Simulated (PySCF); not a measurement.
C4H4BF3O (SMILES CC#CBOC(F)(F)F)

Input

```
{"job": {"kind": "uv", "xc": "CAM-B3LYP", "basis": "def2-SVPD", "ip": true, "dynamic": true}, "charge": 0, "multiplicity": 1}
C      2.709483     0.495169     0.222665
C      1.443289    -0.162761    -0.022772
C      0.372949    -0.712749    -0.225708
B     -0.914902    -1.459402    -0.491735
O     -2.140228    -0.843408    -0.625917
C     -2.351977     0.485593    -0.525441
F     -1.996077     0.951513     0.666871
F     -3.642890     0.717158    -0.692578
F     -1.683611     1.163448    -1.452375
H      3.502563     0.069640    -0.411777
H      2.646181     1.576197     0.025311
H      3.012563     0.356943     1.272675
H     -0.953368    -2.657284    -0.607081
```

Launched as:

```sh
OMP_NUM_THREADS=1 python probes_run.py task.json out
```

Geometry: PBE0-D3(BJ)/def2-SVP.

Method: CAM-B3LYP/def2-SVPD, SCF density, gas phase in PySCF 2.14.0.

What will maps of the electron density and electron localisation function show?

C–C (1.22 Å): the density is about 2.7 e/Å³ at the midpoint; the ELF peaks at about 0.85 between the atoms: a short, multiple covalent bond.
C–F (1.32 Å): ρ is about 2.5 e/Å³ halfway, with its minimum of 2 e/Å³ about 0.5 Å from C; the ELF peaks at about 0.85 between the atoms, as expected for a shared but strongly polarised pair.
C–O (1.35 Å): ρ is about 2.5 e/Å³ halfway, with its minimum of 2.2 e/Å³ about 0.5 Å from C; the ELF peaks at about 0.90 between the atoms, as expected for a polar covalent bond.
B–O (1.38 Å): ρ is about 2 e/Å³ halfway; the ELF peaks at about 0.90 between the atoms (a polar covalent bond).

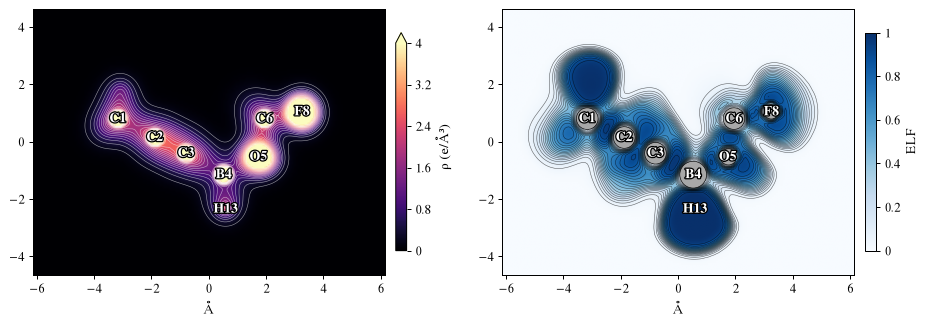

Computed electron density and electron localisation function on the plane of atoms C3, B4 and H13, in this order. Grey discs cover the atomic cores in the ELF map. 
